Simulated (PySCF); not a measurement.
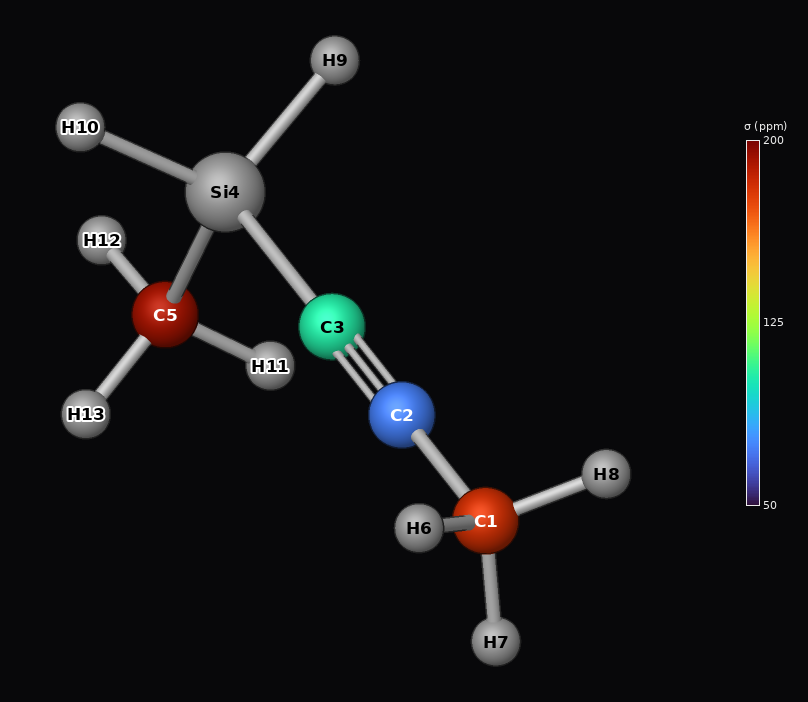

Atoms are coloured by their isotropic NMR shieldings (C only, the others grey). The computed structure is the end point of a GFN2-xTB optimisation. No frequency run is at hand to confirm it as a minimum. Method: GIAO PBE0/pcSseg-1 NMR shielding, non-relativistic, gas phase (PySCF 2.14.0).

List the isotropic NMR shieldings of the C atoms.

| atom | σ (ppm) |
| --- | --- |
| C1 | 180.8 |
| C2 | 73.5 |
| C3 | 103.9 |
| C5 | 191.3 |

The geometry is semi-empirical. Around Si such bond lengths and angles can be off by a tenth of an ångström or more and by several degrees, and values that hang on the shape move with them.
